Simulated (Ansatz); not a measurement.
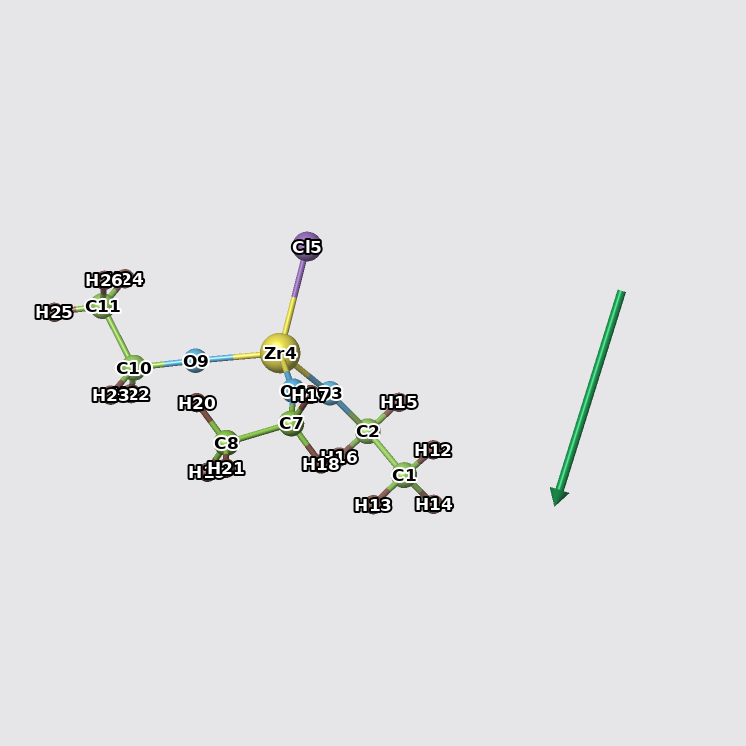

The arrow beside the molecule shows the direction of the dipole moment, from the negative to the positive end (its length means nothing). Charge 0, singlet. The computed structure is the end point of a PBE0-D4/def2-TZVP optimisation. No frequency run is at hand to confirm it as a minimum. Method: RKS r2SCAN-D4/def2-TZVPP, core potentials on Zr (Ansatz 0.2.0).

How large is the dipole moment?

3.91 D; it points from the side of Cl5 to the side of H19 (the outermost atoms at the two ends).
